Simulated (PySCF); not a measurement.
## What a change does: excited-state calculation on C5H4Cl

System: C5H4Cl, charge −1.
Method of run A: TDDFT wB97X-D/def2-SVPD, vertical, gas phase, core orbitals frozen in the response (PySCF 2.14.0).

The geometry comes from this level: PBE0-D3(BJ)/def2-SVP. Text and figures count atoms from 1; the logs count them from 0 in places.

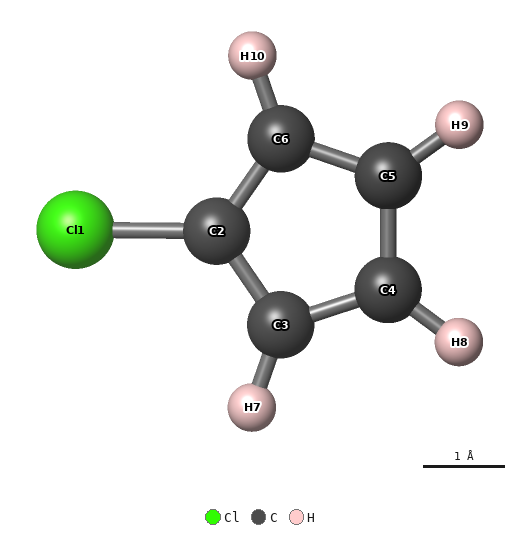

**Figure 1.** The structure as given in the input (ball-and-stick view, seen on its broad side; atoms are numbered from 1 in the order of the input). Bond lengths as drawn: C–C 1.41 Å, C–Cl 1.76 Å and C–H 1.09 Å.

**Input file, run A**
```
{"job": {"kind": "uv", "xc": "wB97X-D", "basis": "def2-SVPD", "ip": true}, "charge": -1, "multiplicity": 1}
Cl     3.987379    -0.234805     0.848453
C      2.270181     0.064205     0.587252
C      1.273296    -0.926335     0.589357
C      0.051357    -0.259227     0.343375
C      0.313572     1.118583     0.194836
C      1.703428     1.327707     0.346736
H      1.431030    -1.994284     0.751265
H     -0.930892    -0.737336     0.279838
H     -0.428551     1.897812    -0.004056
H      2.246344     2.273117     0.291879
```

The first line tells a small driver script what to run in PySCF; the rest is the geometry in Å.

Hardware: 1 CPU thread, shared host.

**Output (run A)**
```
coarse grid: 9536 points
cycle   1  E = -652.6529201123  dE =  1.050e+00  |g| = 4.382e-01  |ddm| = 5.938e+00
cycle   2  E = -652.6782293715  dE = -2.531e-02  |g| = 3.903e-01  |ddm| = 1.455e+00
cycle   3  E = -652.7160720101  dE = -3.784e-02  |g| = 4.099e-02  |ddm| = 7.207e-01
cycle   4  E = -652.7165300556  dE = -4.580e-04  |g| = 2.350e-02  |ddm| = 2.100e-01
cycle   5  E = -652.7166849037  dE = -1.548e-04  |g| = 6.800e-03  |ddm| = 7.739e-02
cycle   6  E = -652.7166986530  dE = -1.375e-05  |g| = 2.233e-03  |ddm| = 2.186e-02
cycle   7  E = -652.7167004457  dE = -1.793e-06  |g| = 4.208e-04  |ddm| = 6.679e-03
final grid: 89280 points
cycle   8  E = -652.8003099686  dE = -6.312e-05  |g| = 3.723e-03  |ddm| = 2.737e-01
cycle   9  E = -652.8003121904  dE = -2.222e-06  |g| = 2.549e-03  |ddm| = 3.473e-02
cycle  10  E = -652.8003137577  dE = -1.567e-06  |g| = 4.481e-04  |ddm| = 6.900e-03
cycle  11  E = -652.8003138283  dE = -7.061e-08  |g| = 1.634e-04  |ddm| = 2.666e-03
cycle  12  E = -652.8003138372  dE = -8.938e-09  |g| = 3.078e-05  |ddm| = 6.454e-04
cycle  13  E = -652.8003138378  dE = -5.746e-10  |g| = 1.626e-05  |ddm| = 1.840e-04
converged SCF energy = -652.8003138378

Static polarisability (au): isotropic 82.734, principal 57.355 85.837 105.009

Singlet excitations
state   eV       nm        f      main configurations
  1   4.5186    274.4   0.00168   H->L 0.75, H->L+1 0.12
  2   4.8144    257.5   0.00000   H-1->L+1 0.51, H-1->L 0.43
  3   4.9038    252.8   0.00825   H->L+1 0.83, H->L 0.09
  4   5.1991    238.5   0.00000   H-1->L+1 0.44, H-1->L 0.38, H-1->L+6 0.10
  5   5.4043    229.4   0.03327   H->L+2 0.41, H-1->L+2 0.25, H->L+3 0.19
  6   5.4069    229.3   0.03024   H->L+2 0.44, H-1->L+2 0.24, H->L+3 0.17
  7   5.5519    223.3   0.00136   H->L+3 0.53, H-1->L+2 0.35
  8   5.7448    215.8   0.03404   H->L+4 0.85
  9   5.8334    212.5   0.00000   H-1->L+3 0.86
 10   5.9695    207.7   0.00000   H->L+5 0.88

Triplet excitations (Tamm-Dancoff, eV): 4.2700 4.8148 4.8901 4.9081
Vertical ionisation energy (delta-SCF) = 2.2547 eV
```

For run B the input was changed thus:
```diff
-"xc": "wB97X-D"
+"xc": "CAM-B3LYP"
```

How does run B compare with run A?

The total energies belong to different methods, so their difference says nothing on which is more stable or more accurate. The HOMO goes from −2.17 to −1.60 eV. The LUMO goes from 5.98 to 5.11 eV. The lowest excitation goes from 4.52 to 4.24 eV. The strongest computed line goes from 5.74 to 5.10 eV. The functional changes from wB97X-D to CAM-B3LYP. The number of SCF iterations is the same.

**Output (run B)**
```
coarse grid: 9536 points
cycle   1  E = -652.6147416051  dE =  1.009e+00  |g| = 4.661e-01  |ddm| = 6.527e+00
cycle   2  E = -652.6234411493  dE = -8.700e-03  |g| = 4.839e-01  |ddm| = 1.610e+00
cycle   3  E = -652.6843617792  dE = -6.092e-02  |g| = 4.520e-02  |ddm| = 7.747e-01
cycle   4  E = -652.6847944608  dE = -4.327e-04  |g| = 2.653e-02  |ddm| = 2.032e-01
cycle   5  E = -652.6849763265  dE = -1.819e-04  |g| = 7.725e-03  |ddm| = 8.112e-02
cycle   6  E = -652.6849919651  dE = -1.564e-05  |g| = 2.173e-03  |ddm| = 2.034e-02
cycle   7  E = -652.6849932980  dE = -1.333e-06  |g| = 4.278e-04  |ddm| = 5.177e-03
final grid: 89280 points
cycle   8  E = -652.7732076410  dE = -1.956e-05  |g| = 3.044e-03  |ddm| = 8.062e-02
cycle   9  E = -652.7732074556  dE =  1.853e-07  |g| = 3.215e-03  |ddm| = 1.227e-02
cycle  10  E = -652.7732101542  dE = -2.699e-06  |g| = 1.252e-04  |ddm| = 5.333e-03
cycle  11  E = -652.7732101593  dE = -5.172e-09  |g| = 8.106e-05  |ddm| = 7.012e-04
cycle  12  E = -652.7732101610  dE = -1.665e-09  |g| = 1.947e-05  |ddm| = 2.259e-04
cycle  13  E = -652.7732101611  dE = -1.048e-10  |g| = 6.203e-06  |ddm| = 6.582e-05
converged SCF energy = -652.7732101611

Static polarisability (au): isotropic 82.477, principal 56.612 85.634 105.186

Singlet excitations
state   eV       nm        f      main configurations
  1   4.2420    292.3   0.00084   H->L 0.81, H->L+1 0.10
  2   4.5420    273.0   0.00001   H-1->L+1 0.50, H-1->L 0.45
  3   4.5681    271.4   0.00730   H->L+1 0.87, H->L 0.10
  4   4.8462    255.8   0.00000   H-1->L+1 0.46, H-1->L 0.44
  5   5.0416    245.9   0.00002   H->L+2 0.91
  6   5.1021    243.0   0.05249   H-1->L+2 0.65, H->L+3 0.25
  7   5.2266    237.2   0.00001   H->L+3 0.68, H-1->L+2 0.25
  8   5.4797    226.3   0.03277   H->L+4 0.93
  9   5.4943    225.7   0.00000   H-1->L+3 0.91
 10   5.5944    221.6   0.00000   H->L+5 0.92

Triplet excitations (Tamm-Dancoff, eV): 4.0121 4.4858 4.4990 4.7957
Vertical ionisation energy (delta-SCF) = 2.2553 eV
```

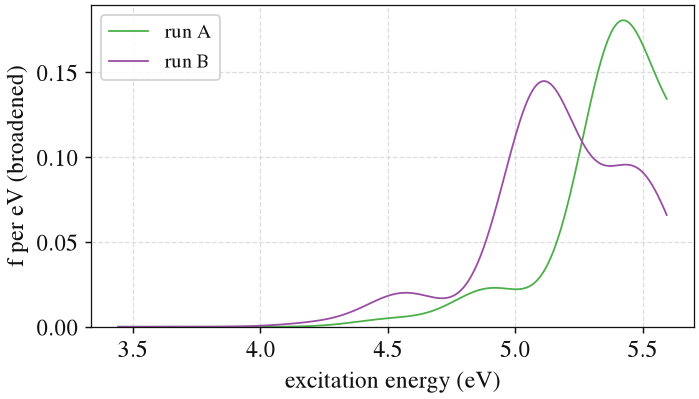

**Figure 2.** Absorption of the two runs from their computed states, each broadened by a Gaussian of 0.35 eV full width; the range ends where the shorter list of states ends.

**The two runs side by side**

```tsv
quantity	run A	run B
outcome	converged	converged
total energy (hartree)	−652.800314	−652.773210
HOMO (eV)	−2.17	−1.60
LUMO (eV)	5.98	5.11
lowest excitation (eV)	4.52	4.24
SCF iterations	13	13
strongest computed line (eV)	5.74	5.10
basis functions	159	159
wall time (shared host)	48 s	51 s
```
